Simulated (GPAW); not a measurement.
## Quasiparticle gap of AlGaN2 (P3m1) in GPAW

How does a plane-wave GW calculation on AlGaN2 (P3m1) run from the first input to the gap?

Program: GPAW 26.7.0. Level of theory: LDA and many-body steps on it, plane waves. Results are calculated unless marked as measured.

## (1) The starting structure

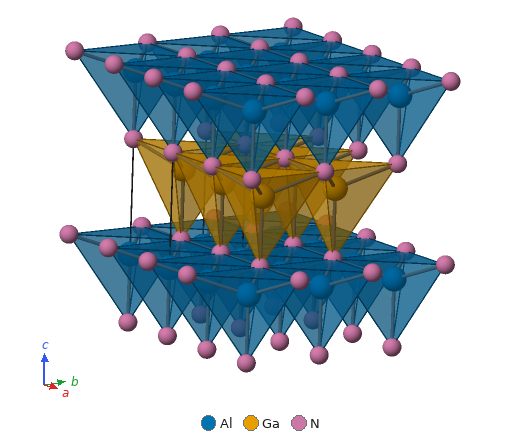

Start, viewed slightly off an axis; aluminium blue, gallium orange, nitrogen pink. 3×2×1 cells are drawn. Some periodic images of atoms are drawn too.

The cell and positions are those that the Materials Project relaxed with its own functionals (PBE, PBE+U or r2SCAN), kept fixed.

## (2) Ground state

This step: GPAW 26.7.0; DFT, LDA, plane waves, PAW.

The ground-state density comes first.

run.py reads:

```python
import json
import numpy as np
from gpaw.mpi import world
from ase import Atoms
from gpaw import GPAW, PW, FermiDirac

atoms = Atoms(['Al', 'Ga', 'N', 'N'],
    cell=[[3.1452826441, 0.0000000000, 0.0000000000],
      [-1.5726413220, 2.7238946718, 0.0000000000],
      [0.0000000000, 0.0000000000, 5.0968937300]],
    scaled_positions=[[0.0000000000, 0.0000000000, 0.9992637700],
      [0.6666666667, 0.3333333333, 0.4971742100],
      [0.6666666667, 0.3333333333, 0.1118036400],
      [0.0000000000, 0.0000000000, 0.6281583900]],
    pbc=(True, True, True))
calc = GPAW(mode=PW(600),
    xc='LDA',
    kpts={'size': (9, 9, 6), 'gamma': True},
    occupations=FermiDirac(0.001),
    nbands=-8,
    convergence={'density': 1e-6, 'bands': -3},
    maxiter=100,
    txt='gs.txt')
atoms.calc = calc
res = {'energy': atoms.get_potential_energy()}
kpts = calc.get_ibz_k_points()
res['kpts'] = kpts
res['eigenvalues'] = [calc.get_eigenvalues(kpt=k) for k in range(len(kpts))]
res['n_electrons'] = calc.get_number_of_electrons()
calc.write('gs.gpw')

if world.rank == 0:
    with open('result.json', 'w') as f:
        json.dump(res, f, default=lambda x: x.tolist())
```

Launch:

```
$ mpirun -n 4 gpaw python run.py
```

Numbers of over 12 decimals in the logs are rounded to 6 here.

The program printed:

```text
__  _  _
 | _ |_)|_||  |
 |__||  | ||/\| - 26.7.0

Input parameters:
  mode=PW(ecut=600.0),
  convergence={'density': 1e-06, 'bands': -3},
  kpts=MonkhorstPack(size=(9, 9, 6), gamma=True),
  maxiter=100,
  nbands=-8,
  occupations=Occupations(name='fermi-dirac', width=0.001, fixmagmom=False),
  xc=XC(name='LDA')
  [... matrices ...]
Diagonalizing LCAO Hamiltonian
Converting LCAO to pw mode

       Al

       N
            Ga

            N

Atoms  # Å, Bohr magnetons
|   | symbol |        x |        y |        z |    initial magnetic moments |
| 0 |     Al | 0.000000 | 0.000000 | 5.093141 | ( 0.0000,  0.0000,  0.0000) |
| 1 |     Ga | 1.572641 | 0.907965 | 2.534044 | ( 0.0000,  0.0000,  0.0000) |
| 2 |      N | 1.572641 | 0.907965 | 0.569851 | ( 0.0000,  0.0000,  0.0000) |
| 3 |      N | 0.000000 | 0.000000 | 3.201657 | ( 0.0000,  0.0000,  0.0000) |

Unit cell  # Å
| periodic |         x |        y |        z |  lengths |     angles |
|      yes |  3.145283 | 0.000000 | 0.000000 | 3.145283 |  90.000000 |
|      yes | -1.572641 | 2.723895 | 0.000000 | 3.145283 |  90.000000 |
|      yes |  0.000000 | 0.000000 | 5.096894 | 5.096894 | 120.000000 |

Number of symmetries: 6
Symmetry operations  # r_c * U_cc + t_c -> r_c
|   | kind |            matrix            |
| 0 |  σ   |  1, 1, 0,  0,-1, 0,  0, 0, 1 |
| 1 |  E   |  1, 0, 0,  0, 1, 0,  0, 0, 1 |
| 2 |  C3  |  0, 1, 0, -1,-1, 0,  0, 0, 1 |
| 3 |  σ   |  0,-1, 0, -1, 0, 0,  0, 0, 1 |
| 4 |  σ   | -1, 0, 0,  1, 1, 0,  0, 0, 1 |
| 5 |  C3  | -1,-1, 0,  1, 0, 0,  0, 0, 1 |

BZ-sampling:
  Number of BZ points: 486
  Number of IBZ points: 62

  Monkhorst-Pack size: [9, 9, 6]
  Monkhorst-Pack shift: [0.0, 0.0, 0.083333]

K-points  # in reciprocal-cell coordinates
|     |                                coordinates |     weight |
|   0 | (  0.00000000,   0.00000000,   0.00000000) | 0.00205761 |
|   1 | (  0.00000000,   0.00000000,   0.16666667) | 0.00411523 |
|   2 | (  0.00000000,   0.00000000,   0.33333333) | 0.00411523 |
|   3 | (  0.00000000,   0.00000000,   0.50000000) | 0.00205761 |
|   4 | (  0.11111111,   0.00000000,  -0.33333333) | 0.01234568 |
|   5 | (  0.11111111,   0.00000000,  -0.16666667) | 0.01234568 |
|   6 | (  0.11111111,   0.00000000,   0.00000000) | 0.01234568 |
|   7 | (  0.11111111,   0.00000000,   0.16666667) | 0.01234568 |
|   8 | (  0.11111111,   0.00000000,   0.33333333) | 0.01234568 |
|   9 | (  0.11111111,   0.00000000,   0.50000000) | 0.01234568 |
| ... |                                            |            |
|  61 | (  0.44444444,   0.44444444,   0.50000000) | 0.01234568 |

Plane wave coefficients: 1474
Cutoff: 600.0 eV

Spin-components: 1 (collinear spins)
Bands:           16
Projectors:      20
Spin-degeneracy: 2
Datatype:        complex128

  Storage: CPU
  Wave functions: 23_379_456 bytes (5_844_864 per core)
  Projectors: 40_914_048 bytes (10_228_512 per core)
  [... matrices ...]
Parallelization:
  kpt:    4
  domain: 1
  band:   1

Density:
  Valence electrons: 16.0
  Components: 1
  Grid points: [18 18 30]
  Charge: 0.0  # |e|

Potential:
  Grid points: [18 18 30]

species:
  Al:
    name:    Aluminium
    Z:       13.0
    valence: 3
    core:    10
    charge:  0.0  # [|e|]
    compensation charges:
      type: gauss
      rc: 0.34  # [Å]
      lmax: 2
    cutoffs:
      filter: 1.91  # [Å]
      core: 2.36  # [Å]
    projectors
    | kind |    occ | energy [eV] | rcut [Å] |
    |   3s |  2.000 |      -7.830 |    1.085 |
    |   3p |  1.000 |      -2.783 |    1.085 |
    |    s |        |      19.382 |    1.085 |
    |    p |        |      24.428 |    1.085 |
    |    d |        |       0.000 |    1.085 |

    Using partial waves for Al as LCAO basis

  Ga:
    name:    Gallium
    Z:       31.0
    valence: 3
    core:    28
    charge:  0.0  # [|e|]
    compensation charges:
      type: gauss
      rc: 0.37  # [Å]
      lmax: 2
    cutoffs:
      filter: 2.06  # [Å]
      core: 4.17  # [Å]
    projectors
    | kind |    occ | energy [eV] | rcut [Å] |
    |   4s |  2.000 |      -9.167 |    1.164 |
    |   4p |  1.000 |      -2.734 |    1.164 |
    |    s |        |      18.045 |    1.164 |
    |    p |        |      24.478 |    1.164 |
    |    d |        |       0.000 |    1.164 |

    Using partial waves for Ga as LCAO basis

  N:
    name:    Nitrogen
    Z:       7.0
    valence: 5
    core:    2
    charge:  0.0  # [|e|]
    compensation charges:
      type: gauss
      rc: 0.18  # [Å]
      lmax: 2
    cutoffs:
      filter: 1.11  # [Å]
      core: 0.96  # [Å]
    projectors
    | kind |    occ | energy [eV] | rcut [Å] |
    |   2s |  2.000 |     -18.420 |    0.603 |
    |   2p |  3.000 |      -7.237 |    0.529 |
    |    s |        |       8.791 |    0.603 |
    |    p |        |      19.974 |    0.529 |
    |    d |        |       0.000 |    0.577 |

    Using partial waves for N as LCAO basis

Reference energy: -62328.226297  # eV

eigensolver:
  PPCG
  Converge bands: -3
  niter=2

density mixing:
  MSR1-Mixer
  Pratt-step length: 0.05
  Maximum mixing coefficient: 0.75
  Old densities: 10
  SVD Regularization: 0.005
  Good broyden scale: 1.0
  Trust region scale: 1.0
  Backstep threshold: 4.0
  History deletion threshold: 6.0
  Fourier metric: weight=20.0, sigma=0.015

occupation numbers:
  Fermi-Dirac:
    width: 0.0010  # eV

poisson solver:
  ecut: 4800.0  # eV

xc functional:
  name: None

Initialization done in: 1.239 s

convergence criteria:
- Maximum integral of absolute [dens]ity change: 1e-06 electrons / valence electron
- Maximum [total energy] change in last 3 cyles: 0.0005 eV / valence electron
- Maximum integral of absolute [eigenst]ate change: 4e-08 eV^2 / valence electron
maximum number of iterations: 100

SCF iterations
|iter     |     time |      energy | eigst |  dens |
|iter:   1|  |  -33.863381 | +0.73 |       |
|iter:   2|  |  -32.851914 | -0.68 | -0.56 |
|iter:   3|  |  -29.971141 | -0.34 | -0.62 |
|iter:   4|  |  -29.940112 | -2.30 | -1.27 |
|iter:   5|  |  -29.932180 | -3.01 | -1.57 |
|iter:   6|  |  -29.932027 | -4.07 | -2.55 |
|iter:   7|  |  -29.932039c| -5.13 | -2.98 |
|iter:   8|  |  -29.932032c| -5.52 | -3.31 |
|iter:   9|  |  -29.932032c| -7.11 | -3.98 |
|iter:  10|  |  -29.932032c| -7.67c| -4.67 |
|iter:  11|  |  -29.932032c| -8.38c| -5.49 |
|iter:  12|  |  -29.932032c| -9.16c| -6.13c|

Converged in 12 steps
SCF loop duration: 7.219 s (0.602 s/step)
Energy contributions relative to reference atoms: (reference = -62328.226297)
  [... matrices ...]
Energy contributions:
  Kinetic:          50.138063
  Coulomb:         -43.492371
  Zero:              0.034662
  External:          0.000000
  Xc:              -36.612386
  Entropy:          -0.000000
  Spinorbit:         0.000000
  ----------------------------
  Free energy:     -29.932032
  Extrapolated:    -29.932032

dipole moment: (-4.544847, -12.595931, 6.705135)  # |e|*Ang

Fermi level: 6.048
Eigenvalues  # (at kpt = [0.000, 0.000, 0.000])
| band index |      eig [eV] | occ [0-2] |
|          0 |        -9.474 |     2.000 |
|          1 |        -7.125 |     2.000 |
|          2 |        -0.604 |     2.000 |
|          3 |         4.961 |     2.000 |
|          4 |         4.961 |     2.000 |
|          5 |         5.932 |     2.000 |
|          6 |         6.019 |     2.000 |
|          7 |         6.019 |     2.000 |
|          8 |         9.003 |     0.000 |
|          9 |        11.561 |     0.000 |
|         10 |        15.693 |     0.000 |
|         11 |        16.457 |     0.000 |
|         12 |        16.457 |     0.000 |
|         13 |        17.796 |     0.000 |
|         14 |        18.188 |     0.000 |
|         15 |        18.188 |     0.000 |

Gap: 2.983 eV
Transition (v -> c):
  (s=0, k=0, n=7, [0.00, 0.00, 0.00]) -> (s=0, k=0, n=8, [0.00, 0.00, 0.00])
No difference between direct/indirect transitions
# Writing to gs.gpw (mode='')
  [... matrices ...]
```

Elapsed: 10 s, on 4 MPI ranks of Arm Neoverse V1, shared host; peak memory 0.65 GiB; 41 s of CPU time.

This step gave:

| Quantity | Value |
| --- | --- |
| total energy | -29.93 eV |
| gap | 2.983 eV |
| k of the valence top | 0, 0, 0 |
| k of the conduction bottom | 0, 0, 0 |
| least direct gap | 2.983 eV |

The gap is direct, at Γ.

## (3) Empty states on the mesh, 3×3×4 mesh, 80 bands

The sums over transitions need many empty states on a uniform mesh; this step solves for them.

run.py reads:

```python
import json
import numpy as np
from gpaw.mpi import world
from gpaw import GPAW

calc = GPAW('gs.gpw').fixed_density(kpts={'size': (3, 3, 4), 'gamma': True},
    nbands=93,
    convergence={'bands': 80},
    txt='nscf.txt')
calc.write('full.gpw', mode='all')
res = {}
kpts = calc.get_ibz_k_points()
res['kpts'] = kpts
res['eigenvalues'] = [calc.get_eigenvalues(kpt=k) for k in range(len(kpts))]
res['n_electrons'] = calc.get_number_of_electrons()

if world.rank == 0:
    with open('result.json', 'w') as f:
        json.dump(res, f, default=lambda x: x.tolist())
```

Launch:

```
$ mpirun -n 4 gpaw python run.py
```

The program printed:

```text
Diagonalizing LCAO Hamiltonian
Converting LCAO to pw mode
convergence criteria:
- Maximum integral of absolute [eigenst]ate change: 4e-08 eV^2 / valence electron
maximum number of iterations: 100

SCF iterations
|iter     |     time |      energy | eigst |  dens |
|iter:   1|  |             | +4.29 |       |
|iter:   2|  |             | +3.12 |       |
|iter:   3|  |             | +2.02 |       |
[...]
|iter:  11|  |             | -6.59 |       |
|iter:  12|  |             | -7.10 |       |
|iter:  13|  |             | -7.66c|       |
SCF steps: 13
  __  _  _
 | _ |_)|_||  |
 |__||  | ||/\| - 26.7.0

Input parameters:
  mode=PW(ecut=600.0),
  convergence={'bands': 80},
  gpts=array([18, 18, 30]),
  kpts=MonkhorstPack(size=(3, 3, 4), gamma=True),
  maxiter=100,
  nbands=93,
  occupations=Occupations(name='fermi-dirac', width=0.001, fixmagmom=False),
  parallel={},
  xc=XC(name='LDA')
# Writing to full.gpw (mode='all')
  [... matrices ...]

timing:  # [seconds]
  Total: 0.049  # ━━━━━━━━━━━━━━━━━━━━━━━━━━━━━━━━━━━━━━━━━━━━━━━━━━━━━━━━━━━
```

Run time: 13 s. Hardware: 4 MPI ranks; peak memory 0.65 GiB; 53 s of CPU time.

Numbers from this step:

| Property | Result |
| --- | --- |
| gap | 2.983 eV |
| k of the valence top | 0, 0, 0 |
| k of the conduction bottom | 0, 0, 0 |
| least direct gap | 2.983 eV |
| k points computed | 10 |
| lowest point of the top converged band, above the valence top | 69.6299 eV |

On this mesh the gap is 2.983 eV.

## (4) Screening and self-energy, 3×3×4 mesh, 70 bands, screening to 80 eV

G0W0 replaces the xc potential by the self-energy, built once from these orbitals. Only a window of levels is corrected, while the sums run over the empty bands that the input names.

This step: G0W0 on LDA, plane waves, PAW.

run.py reads:

```python
import json
import numpy as np
from gpaw.mpi import world
from gpaw.response.g0w0 import G0W0

gw = G0W0('full.gpw',
    filename='gw',
    kpts=[0],
    bands=(6, 10),
    ecut=80,
    nbands=70,
    integrate_gamma='WS',
    ppa=True)
gw.calculate()
res = {mode: {k: v for k, v in r.items() if k != 'sigma_eskwn'}
       for mode, r in gw.all_results.items()}

if world.rank == 0:
    with open('result.json', 'w') as f:
        json.dump(res, f, default=lambda x: x.tolist())
```

Launch:

```
$ mpirun -n 4 gpaw python run.py
```

The program printed:

```text
Using integrator: PointIntegrator
FrequencyGridDescriptor(from 0.000+0.000j to 0.000+27.211j eV, 2 points)
Nonperiodic BCs:  [False False False]
Using integrator: PointIntegrator
FrequencyGridDescriptor(from 0.000+0.000j to 0.000+27.211j eV, 2 points)
Nonperiodic BCs:  [False False False]
  ___  _ _ _
 |   || | | |
 | | || | | |
 |__ ||_____|
 |___|

BZ k-points: Symmetries present (total): 6

  [... matrices ...]
36 k-points: 3 x 3 x 4 Monkhorst-Pack grid + [0.000000,0.000000,1/8]
10 k-points in the irreducible part of the Brillouin zone
       k-points in crystal coordinates                weights
   0:     0.00000000    0.00000000    0.00000000          1/36
   1:     0.00000000    0.00000000    0.25000000          2/36
   2:     0.00000000    0.00000000    0.50000000          1/36
   3:     0.33333333    0.00000000   -0.25000000          6/36
   4:     0.33333333    0.00000000    0.00000000          6/36
   5:     0.33333333    0.00000000    0.25000000          6/36
   6:     0.33333333    0.00000000    0.50000000          6/36
   7:     0.33333333    0.33333333    0.00000000          2/36
   8:     0.33333333    0.33333333    0.25000000          4/36
   9:     0.33333333    0.33333333    0.50000000          2/36

Distributing spins, k-points and bands (1 x 1 x 4) over 4 processes
Number of blocks: 1

Quasi particle states:
k-points (IBZ indices): [0]
Band range: (6, 10)
  [... matrices ...]
Computational parameters:
Plane wave cut-off: 80 eV
Number of bands: 70
Coulomb cutoff: None
Broadening: 0.1 eV

fxc modes: GW
Kernel: RPA
Using Godby-Needs plasmon-pole approximation:
  Fitting energy: i*E0, E0 = 1.000 Hartree
Summing all q:

Calculating screened Coulomb potential
No Coulomb truncation
FrequencyGridDescriptor(from 0.000+0.000j to 0.000+27.211j eV, 2 points)
Removing empty qpoint cache files...

Calculating chi0 body with:
    Ground state adapter containing:
    Number of spins: 1
    Number of kpoints: 36
    Number of irreducible kpoints: 10
    Number of completely occupied states: 8
    Number of partially occupied states: 8
    Occupied states memory: 1.1865234375 M / cpu

    Linear response parametrization:
    q_c: [0.0, 0.0, 0.0]
    Number of frequency points: 2
    Planewave cutoff: 80.0
    Number of bands: 70
    Number of planewaves: 67
    Broadening (eta): 1e-06
    comm.size: 4
    kncomm.size: 4
    blockcomm.size: 1

    Memory estimate of potentially large arrays:
        chi0_wGG: 0.136993 M / cpu
Integrating chi0 body.

Symmetries of q_c:
    Direct symmetries (Uq -> q): 6
    Indirect symmetries (TUq -> q): 6
In total 12 allowed symmetries.

  [... matrices ...]
10 groups of equivalent kpoints. 72.222222% reduction.

Integral kind: response function
Integrating chi0 head and wings.

Symmetries of q_c:
    Direct symmetries (Uq -> q): 6
    Indirect symmetries (TUq -> q): 6
In total 12 allowed symmetries.

  [... matrices ...]
10 groups of equivalent kpoints. 72.222222% reduction.

Integral kind: response function wings

Calculating chi0 body with:
    Ground state adapter containing:
    Number of spins: 1
    Number of kpoints: 36
    Number of irreducible kpoints: 10
    Number of completely occupied states: 8
    Number of partially occupied states: 8
    Occupied states memory: 1.1865234375 M / cpu

[... the further q-points ...]

Results:
f:      Occupation numbers
eps:     KS-eigenvalues [eV]
vxc:     KS vxc [eV]
exx:     Exact exchange [eV]
sigma:   Self-energies [eV]
dsigma:  Self-energy derivatives
Z:       Renormalization factors
qp:      QP-energies [eV]

k-point 0 (0): (0.000, 0.000, 0.000)                GW
band       f     eps     vxc     exx   sigma  dsigma       Z      qp
                                                                   GW
   6   1.000   6.019 -18.752 -22.396   3.408  -0.265   0.791   5.833
   7   1.000   6.019 -18.752 -22.396   3.408  -0.265   0.791   5.833
   8   0.000   9.003 -15.771 -10.794  -3.434  -0.221   0.819  10.267
   9   0.000  11.561 -14.508  -8.738  -4.113  -0.212   0.825  12.929
```

Run time: 12 s. Hardware: 4 MPI ranks; peak memory 1.2 GiB.

Numbers from this step:

- G0W0 gap on the points computed: 4.435 eV
- least direct G0W0 gap on the computed points: 4.435 eV
- Z at the valence top: 0.7907
- Z at the conduction bottom: 0.8192
- starting gap on the mesh: 2.983 eV
- k of the valence top: 0, 0, 0
- k of the conduction bottom: 0, 0, 0

The gap on the mesh goes from 2.98 eV to 4.43 eV, a correction of +1.45 eV.

Limits: finite bands, cutoff and mesh; no spin-orbit coupling; coarse k mesh. v1 is the top filled band, c1 the lowest empty one. Levels before and after the correction, in eV, zero at the valence-band top of each column:

```tsv
	conduction bottom	valence top
Kohn-Sham	2.98	0.00
G0W0	4.43	0.00
```

```tsv
	level	energy (eV)
Kohn-Sham	Γ v2-v1	0.000
Kohn-Sham	Γ c1	2.983
Kohn-Sham	Γ c2	5.542
G0W0	Γ v2-v1	0.000
G0W0	Γ c1	4.435
G0W0	Γ c2	7.096
```

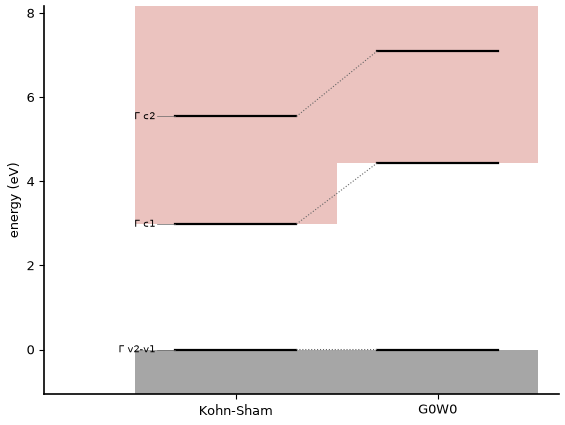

Levels before and after the correction. Shaded: valence and conduction bands.

## (5) Where the time went

Times are wall times on 4 MPI ranks of Arm Neoverse V1, shared host, good to a factor of about two.

```tsv
step	time	share	memory (GiB)
ground state	10 s	29 %	0.65
empty states on the mesh	13 s	37 %	0.65
screening and self-energy	12 s	34 %	1.2
```

## (6) Outcome

```
LDA gap              : 2.98 eV, direct
G0W0 gap on the mesh : 4.43 eV
GW settings          : 3×3×4 mesh, 70 bands, screening to 80 eV, Godby-Needs plasmon pole
known limits         : not at the basis limit; no spin-orbit coupling; coarse k mesh
```

**Reading.** G0W0 moves the gap on the mesh from 2.98 eV to 4.43 eV (+1.45 eV), with Z of 0.79 and 0.82 at the edges. Only 1 of the mesh's irreducible points was corrected, so a valley elsewhere could overtake. Bands and cutoff are finite, so the gap is not at the basis limit. The miss can reach some tenths of an eV and take either sign; the mesh is an error of its own. These stock PAW sets were not made for GW; the filled d or f shell of Ga lies in the frozen core, which bears on start and correction. In the G0W0 run levels were corrected at 1 k point alone, so a gap called «on the mesh» is the least over those, and an edge elsewhere would be missed. The 3×3×4 mesh is coarse for this cell, which bears on the long-range parts of exchange and screening. The many-body steps are scalar-relativistic: spin-orbit coupling is not in them.

[Paths, hosts, dates, memory and timing lines, banners, echoed tables and standing remarks are left out of the program output.]

[Logs are printed without paths, hosts, clocks, repeated set-up lines and the standing remarks that a program may print on its own settings, such as how far it seeks lower states.]

[Runs of the session that timed out or met a known fault of the program may be left out.]

[Hosts, paths, dates, database ids (printed as entryN), source tags and the programs' standing remarks are cut or masked in the printed files.]
